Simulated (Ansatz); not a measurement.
# Si2H3F3: up Jacob's ladder to CCSD(T)

Aim: compute Si2H3F3 with functionals from several rungs and with coupled cluster. The yardstick is the atomisation energy at the CCSD(T) limit.

Method: functionals in def2-TZVPP, the program's frozen cores in correlated methods; program: Ansatz 0.2.0, Gaussian basis.

The runs, in order: PBE-D4, r2SCAN-D4, PBE0-D4, B3LYP-D4, ωB97X-V, ωB97M-V, B2PLYP; CCSD(T)/def2-TZVPP; CCSD(T)/def2-QZVPP; extrapolation to the limit.

### 1 The relaxed structure

An earlier PBE0-D4 in a triple-zeta def2 set relaxation fixed the geometry.

SMILES `F[SiH2][SiH](F)F`, 8 atoms, charge 0, spin multiplicity 1.

Atoms are counted from 1 here; the program's logs count them from 0.

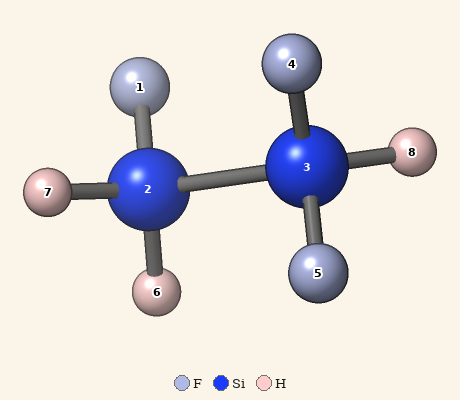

The structure; fluorine light blue, silicon blue, hydrogen pink; atoms are numbered from 1 in the order of the file.

### 2 PBE-D4 (GGA)

Input file in.yaml:

```yaml
crystal:
  periodic: [false, false, false]
  atoms:
    - {symbol: F, position_ang: [1.015800, 1.502951, -1.383990]}
    - {symbol: Si, position_ang: [-0.301234, 0.728853, -0.894384]}
    - {symbol: Si, position_ang: [0.301484, -0.741964, 0.843179]}
    - {symbol: F, position_ang: [0.746330, 0.091009, 2.124104]}
    - {symbol: F, position_ang: [-0.999389, -1.570708, 1.243606]}
    - {symbol: H, position_ang: [-0.850229, -0.028611, -2.047592]}
    - {symbol: H, position_ang: [-1.293818, 1.728931, -0.428705]}
    - {symbol: H, position_ang: [1.381046, -1.710462, 0.543773]}
basis:
  gaussian: {orbitals: def2-TZVPP}
hamiltonian: {xc: pbe, dispersion: d4}
output: {forces: true, orbitals: {seedname: orbitals}}
```

On the command line:

```sh
$ ansatz run in.yaml --threads 2 --pin off --events-out ev --progress --plain --max-ram 20480MiB --backend cpu
```

The runs that follow: r2SCAN-D4 (meta-GGA); PBE0-D4 (hybrid); B3LYP-D4 (hybrid); ωB97X-V (range-separated); ωB97M-V (range-separated); B2PLYP (double hybrid); CCSD(T) in def2-TZVPP; CCSD(T) in def2-QZVPP.

**Question.** What will the summary of the whole plan be? Wanted: atomisation energy, CCSD(T)/CBS; farthest; mean size of error, hybrid; mean size of error, range-separated; gap, smallest and largest; T1 diagnostic; triples share of the correlation energy.

**Answer**, as computed:

```
                               quantity                                 value
        atomisation energy, CCSD(T)/CBS                             30.817 eV
    functionals within 0.154 eV (0.5 %)                               ωB97X-V
                               farthest                   PBE0-D4 (-0.842 eV)
             mean size of error, hybrid                              0.673 eV
    mean size of error, range-separated                              0.199 eV
              gap, smallest and largest  5.22 eV (PBE-D4), 11.82 eV (ωB97X-V)
                          T1 diagnostic                                0.0123
triples share of the correlation energy                                 2.8 %
```

PBE-D4 misses by -0.262 eV. Double hybrids carry the basis error of their MP2 part in triple zeta, and no dispersion term here, so their miss is partly the set-up's. The reference freezes the cores and leaves out relativity and excitations past (T), so misses under about 0.154 eV can't be ranked. Hartree-Fock recovers 75 % of the binding; the rest is correlation. Orbital gaps span 5.2 to 11.8 eV; exact exchange widens them.
